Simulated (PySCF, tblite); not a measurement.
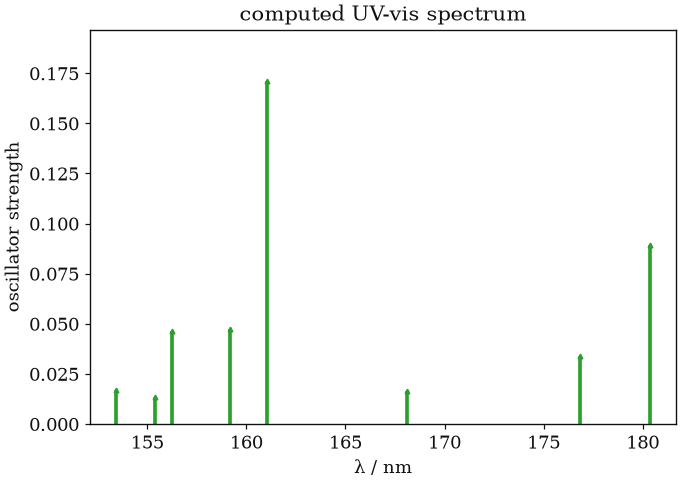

Vertical TDDFT excitations, ωB97X-D/def2-SVPD in PySCF, at a GFN2-xTB geometry (a minimum by its frequencies), gas phase. Only the first 8 singlet excitations are included.

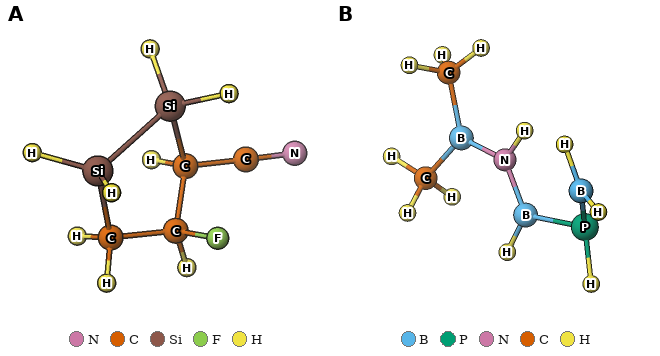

### Whose absorption spectrum is this? The candidates are drawn in the second picture.

Structure A, C₄H₈FNSi₂, SMILES N#C[C@@H]1[SiH2][SiH2]C[C@@H]1F. Its lowest singlet lies at 6.88 eV (f = 0.089) and the brightest of those computed is S4 at 7.70 eV (161 nm), f = 0.171, mixed, the largest part being HOMO → LUMO+2 (36 %).

Known limits of this run: the tight-binding geometry is rougher than a DFT one and adds to the error; one conformer of a flexible molecule; core orbitals are frozen in the response.
